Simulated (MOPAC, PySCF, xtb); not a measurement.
Breaking a bond: CS2, SMILES S=C=S. The C1–S3 bond (C1 also carries S; S3 carries nothing else) is pulled apart rigidly from the PBE0/def2-TZVP optimised geometry.

```
3

C      0.0000     0.0000     0.0000
S      0.0000     0.0000    -1.5484
S      0.0000     0.0000     1.5485
```

- GFN1-xTB (xtb)
- PM7, restricted, heats of formation (MOPAC)
- UKS-r2SCAN = unrestricted r2SCAN/cc-pVDZ in PySCF

Energies are in kcal/mol, each relative to the lowest point of its own curve near equilibrium.

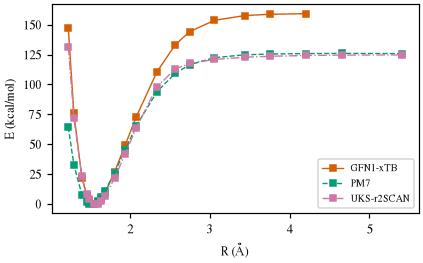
Energy against bond length for each method.

```json
[
 {"R / Å": "1.23", "GFN1-xTB": "146.9", "PM7": "64.3", "UKS-r2SCAN": "131.6"},
 {"R / Å": "1.30", "GFN1-xTB": "75.9", "PM7": "32.7", "UKS-r2SCAN": "71.5"},
 {"R / Å": "1.40", "GFN1-xTB": "22.0", "PM7": "7.8", "UKS-r2SCAN": "23.0"},
 {"R / Å": "1.46", "GFN1-xTB": "7.2", "PM7": "1.4", "UKS-r2SCAN": "8.4"},
 {"R / Å": "1.49", "GFN1-xTB": "3.1", "PM7": "0.0", "UKS-r2SCAN": "4.1"},
 {"R / Å": "1.55", "GFN1-xTB": "0.0", "PM7": "0.1", "UKS-r2SCAN": "0.0"},
 {"R / Å": "1.60", "GFN1-xTB": "1.3", "PM7": "2.6", "UKS-r2SCAN": "0.3"},
 {"R / Å": "1.64", "GFN1-xTB": "4.1", "PM7": "5.7", "UKS-r2SCAN": "2.3"},
 {"R / Å": "1.69", "GFN1-xTB": "9.4", "PM7": "10.7", "UKS-r2SCAN": "6.5"},
 {"R / Å": "1.81", "GFN1-xTB": "26.8", "PM7": "26.1", "UKS-r2SCAN": "21.6"},
 {"R / Å": "1.94", "GFN1-xTB": "48.9", "PM7": "45.1", "UKS-r2SCAN": "41.6"},
 {"R / Å": "2.08", "GFN1-xTB": "72.7", "PM7": "65.1", "UKS-r2SCAN": "63.4"},
 {"R / Å": "2.34", "GFN1-xTB": "110.5", "PM7": "93.9", "UKS-r2SCAN": "98.1"},
 {"R / Å": "2.57", "GFN1-xTB": "133.3", "PM7": "109.4", "UKS-r2SCAN": "113.0"},
 {"R / Å": "2.75", "GFN1-xTB": "144.2", "PM7": "116.5", "UKS-r2SCAN": "117.6"},
 {"R / Å": "3.06", "GFN1-xTB": "153.6", "PM7": "122.4", "UKS-r2SCAN": "120.9"},
 {"R / Å": "3.44", "GFN1-xTB": "157.6", "PM7": "124.8", "UKS-r2SCAN": "122.7"},
 {"R / Å": "3.75", "GFN1-xTB": "158.7", "PM7": "125.4", "UKS-r2SCAN": "123.6"},
 {"R / Å": "4.21", "GFN1-xTB": "159.2", "PM7": "125.8", "UKS-r2SCAN": "124.2"},
 {"R / Å": "4.66", "GFN1-xTB": "—", "PM7": "125.9", "UKS-r2SCAN": "124.5"},
 {"R / Å": "5.41", "GFN1-xTB": "—", "PM7": "125.8", "UKS-r2SCAN": "124.7"}
]
```

At the longest distance, 5.41 Å, PM7 lies highest above its minimum (125.8 kcal/mol) and UKS-r2SCAN lowest (124.7 kcal/mol).

A dash means that the run gave no value there, or that the column was ended at a point which the program doubted or which failed a test of continuity chosen for this set; such a test can also cut sound points.

The restricted form behind PM7 keeps the bonding electrons paired and can't separate into open-shell fragments. The unrestricted determinant behind UKS-r2SCAN is spin-contaminated at 2.34 to 5.41 Å (<S²> up to 1.0, against 0.00 for a pure singlet).
